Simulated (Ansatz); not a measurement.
**singlet CH2NSn− at 6 levels**

Wanted: a comparison of 6 runs (B3LYP/def2-SVPD, BLYP/def2-SVPD, PBE0/def2-SVPD, r2SCAN/def2-SVPD, wB97X/def2-SVPD, RPA@PBE0/def2-SVPD) of singlet CH2NSn−. 

The results are computed with Ansatz 0.2.0.

60 further runs of the same task are left out: 60 set aside as unsound or not needed. Runs told in other sessions of the task aren't counted.

**1. The system as given**

The species is CH2NSn− (5 atoms), meant as a singlet with charge -1. SMILES of the parent species: `N#[C][SnH2]`. Geometry: relaxed at PBE0-D4/def2-TZVP. That shape belongs to the parent species and isn't relaxed for this state.

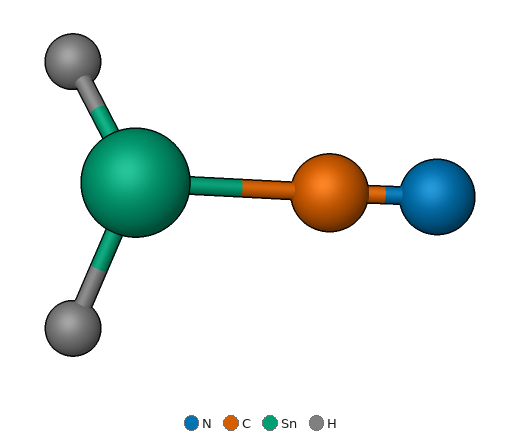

The structure, seen from a chosen angle (nitrogen blue, carbon orange, tin teal, hydrogen grey).

**2. A single-point energy at B3LYP/def2-SVPD (core potential) (run 1)**

The input, in.yaml:

```yaml
crystal:
  periodic: [false, false, false]
  atoms:
    - {symbol: "N", position_ang: [0.833800, -1.535700, 1.665600]}
    - {symbol: C, position_ang: [0.506000, -0.851500, 0.796000]}
    - {symbol: Sn, position_ang: [0.009600, 0.331100, -0.886300]}
    - {symbol: H, position_ang: [-1.648500, 0.038200, -1.184000]}
    - {symbol: H, position_ang: [0.349000, 1.944400, -0.432600]}
basis:
  gaussian: {orbitals: def2-SVPD}
output: {orbitals: {seedname: orbitals}}
total_charge: -1
hamiltonian: {xc: {name: B3LYP}}
accuracy: high
```

Started as:

```
$ ansatz run in.yaml --threads 1 --pin off --max-ram 3480MiB --events-out events.jsonl --progress --plain --runs-dir runs
```

The log of the run:

```text
Warning: RAYON_NUM_THREADS=1 ignored (pool sized by the plan → 1); use --threads N
Functional definition: B3LYP
  name "B3LYP"
  parameter a0 = 0.2
  parameter ax = 0.72
  parameter ac = 0.81
  exchange = (1 - a0 - ax)*slater_x + ax*b88_x + a0*exact_x
  correlation = (1 - ac)*vwn_rpa_c + ac*lyp_c
1938 factors; integrals over basis functions are off by at most 2.8e-9 eV
mean field evaluation 1: about -8390.2232 eV, gradient 1.7e1 eV
mean field evaluation 2: about -8389.4631 eV, gradient 2.7e1 eV
mean field evaluation 4: about -8391.1323 eV, gradient 9.6e-1 eV
mean field evaluation 8: about -8391.2237 eV, gradient 1.4e-1 eV
mean field evaluation 16: about -8391.2237 eV, gradient 1.1e-5 eV
mean field -8391.22374441 eV, -308.3717848313 hartree, gradient 8.5e-8 eV, S^2 0.000000; 0 other end points of the search recorded, 0 dependent functions left out
reference -8391.22378256 eV, -308.3717862332 hartree; 19, 19 occupied and 69, 69 virtual orbitals, 1938 factors
Total energy: -8391.22378256 eV, -308.3717862332 hartree
```

Wall time 6 s (1 thread of Arm Neoverse V2, shared host); peak memory 0.28 GiB.

**3. The energy at BLYP/def2-SVPD (core potential) (run 2)**

The input, job.yaml:

```yaml
crystal:
  periodic: [false, false, false]
  atoms:
    - {symbol: "N", position_ang: [0.833800, -1.535700, 1.665600]}
    - {symbol: C, position_ang: [0.506000, -0.851500, 0.796000]}
    - {symbol: Sn, position_ang: [0.009600, 0.331100, -0.886300]}
    - {symbol: H, position_ang: [-1.648500, 0.038200, -1.184000]}
    - {symbol: H, position_ang: [0.349000, 1.944400, -0.432600]}
basis:
  gaussian: {orbitals: def2-SVPD}
total_charge: -1
hamiltonian: {xc: {name: BLYP}}
accuracy: high
output: {orbitals: {seedname: orbitals}}
```

Started as:

```
$ ansatz run job.yaml --threads 1 --pin off --max-ram 3480MiB --events-out events.jsonl --progress --plain --runs-dir runs
```

The log of the run:

```text
Warning: RAYON_NUM_THREADS=1 ignored (pool sized by the plan → 1); use --threads N
Functional definition: BLYP
  name "BLYP"
  parameter beta = 0.0042
  parameter a = 0.04918
  parameter b = 0.132
  parameter c = 0.2533
  parameter d = 0.349
  exchange = b88_x(beta = beta)
  correlation = lyp_c(a = a, b = b, c = c, d = d)
1938 factors; integrals over basis functions are off by at most 2.8e-9 eV
mean field evaluation 1: about -8385.4267 eV, gradient 2.1e1 eV
mean field evaluation 2: about -8384.5372 eV, gradient 3.0e1 eV
mean field evaluation 4: about -8386.9363 eV, gradient 1.7e0 eV
mean field evaluation 8: about -8386.9457 eV, gradient 6.3e-2 eV
mean field evaluation 16: about -8386.9458 eV, gradient 1.2e-6 eV
mean field -8386.94575182 eV, -308.2145715032 hartree, gradient 7.3e-8 eV, S^2 0.000000; 0 other end points of the search recorded, 0 dependent functions left out
reference -8386.94580310 eV, -308.2145733880 hartree; 19, 19 occupied and 69, 69 virtual orbitals, 1938 factors
Total energy: -8386.94580310 eV, -308.2145733880 hartree
```

Wall time 5.1 s (1 thread of Arm Neoverse V2, shared host); peak memory 0.22 GiB.

Runs 3 to 4 aren't shown in full; the table further down has their settings and results.

**4. A single-point energy at wB97X/def2-SVPD (core potential) (run 5)**

The input, run.yaml:

```yaml
crystal:
  periodic: [false, false, false]
  atoms:
    - {symbol: "N", position_ang: [0.833800, -1.535700, 1.665600]}
    - {symbol: C, position_ang: [0.506000, -0.851500, 0.796000]}
    - {symbol: Sn, position_ang: [0.009600, 0.331100, -0.886300]}
    - {symbol: H, position_ang: [-1.648500, 0.038200, -1.184000]}
    - {symbol: H, position_ang: [0.349000, 1.944400, -0.432600]}
basis:
  gaussian:
    orbitals: def2-SVPD
total_charge: -1
hamiltonian:
  xc: {name: wB97X}
output:
  orbitals: {seedname: orbitals}
accuracy: high
```

Started as:

```
$ ansatz run run.yaml --threads 1 --pin off --max-ram 3480MiB --events-out events.jsonl --progress --plain --runs-dir runs
```

The log of the run (excerpt; [...] marks lines left out):

```text
Warning: RAYON_NUM_THREADS=1 ignored (pool sized by the plan → 1); use --threads N
Functional definition: wB97X
  name "wB97X"
[...]
      + exact_x_lr(omega)
[...]
      + integral(e_c_pw_opposite_spin*poly(b97_u_opposite, 1, cos1, cos2, cos3, cos4))
1938 factors; integrals over basis functions are off by at most 2.8e-9 eV
459 factors; integrals over basis functions are off by at most 1.5e-9 eV
[...]
mean field -8389.47404685 eV, -308.3074846318 hartree, gradient 3.0e-8 eV, S^2 0.000000; 0 other end points of the search recorded, 0 dependent functions left out
reference -8389.47404299 eV, -308.3074844902 hartree; 19, 19 occupied and 69, 69 virtual orbitals, 1938 factors
Total energy: -8389.47404299 eV, -308.3074844902 hartree
```

It took 22 s on 1 thread of Arm Neoverse V2, shared host; peak memory 0.48 GiB.

**5. A single-point energy at RPA@PBE0/def2-SVPD (core potential) (run 6)**

The input, molecule.yaml:

```yaml
crystal:
  periodic: [false, false, false]
  atoms:
    - symbol: N
      position_ang: [0.833800, -1.535700, 1.665600]
    - symbol: C
      position_ang: [0.506000, -0.851500, 0.796000]
    - symbol: Sn
      position_ang: [0.009600, 0.331100, -0.886300]
    - symbol: H
      position_ang: [-1.648500, 0.038200, -1.184000]
    - symbol: H
      position_ang: [0.349000, 1.944400, -0.432600]
basis:
  gaussian:
    orbitals: def2-SVPD
total_charge: -1
hamiltonian:
  xc: {name: PBE0}
correlation:
  method: rpa
  frozen_orbitals: {C: 1, H: 0, "N": 1, Sn: 4}
accuracy: high
```

Started as:

```
$ ansatz run molecule.yaml --threads 1 --pin off --max-ram 3480MiB --events-out events.jsonl --progress --plain --runs-dir runs
```

The log of the run (excerpt; [...] marks lines left out):

```text
Warning: RAYON_NUM_THREADS=1 ignored (pool sized by the plan → 1); use --threads N
Functional definition: PBE0
  name "PBE0"
[...]
1938 factors; integrals over basis functions are off by at most 2.8e-9 eV
[...]
mean field -8386.11048508 eV, -308.1838760169 hartree, gradient 1.4e-8 eV, S^2 0.000000; 0 other end points of the search recorded, 0 dependent functions left out
6 core orbitals not correlated: weight in the atoms' cores, before any rotation towards them, 1.000 or more for the frozen orbitals, at most 0.000 for the correlated occupied ones
reference -8346.57948201 eV, -306.7311384491 hartree; 13, 13 occupied and 69, 69 virtual orbitals, 1938 factors
Total energy: -8362.94500494 eV, -307.3325603237 hartree
```

Run time: 11 s. Hardware: 1 thread of Arm Neoverse V2, shared host; peak memory 0.41 GiB.

**6. All runs side by side**

```csv
run,level,frozen core orbitals,energy (Eh),HOMO energy (eV),LUMO energy (eV),HOMO–LUMO gap (eV),wall time
1,B3LYP/def2-SVPD (core potential),–,-308.371786,0.01,3.76,3.75,6 s
2,BLYP/def2-SVPD (core potential),–,-308.214573,0.82,3.46,2.64,5.1 s
3,PBE0/def2-SVPD (core potential),–,-308.183876,-0.13,3.99,4.13,6.3 s
4,r2SCAN/def2-SVPD (core potential),–,-308.315318,0.51,3.98,3.47,9.6 s
5,wB97X/def2-SVPD (core potential),–,-308.307484,-2.12,5.34,7.47,22 s
6,RPA@PBE0/def2-SVPD (core potential),6,-307.332560,–,–,–,11 s
```

**7. Summary of results**

| quantity | value |
| --- | --- |
| run 6: total energy | -307.33256 Eh |
| run 6: RPA correlation energy (valence) | -601.4 mEh |

What this shows: Over runs 1, 2, 3, 4, 5 the HOMO–LUMO gap runs from 2.64 eV (BLYP/def2-SVPD) to 7.47 eV (wB97X/def2-SVPD). The empty levels of an anion lie above zero and hang on the basis. Totals of different functionals can't be ranked against each other. In runs 1, 2, 4 the HOMO lies above zero, from self-interaction, a short basis or an electron that isn't bound. All runs together took 61 s, the longest 22 s.
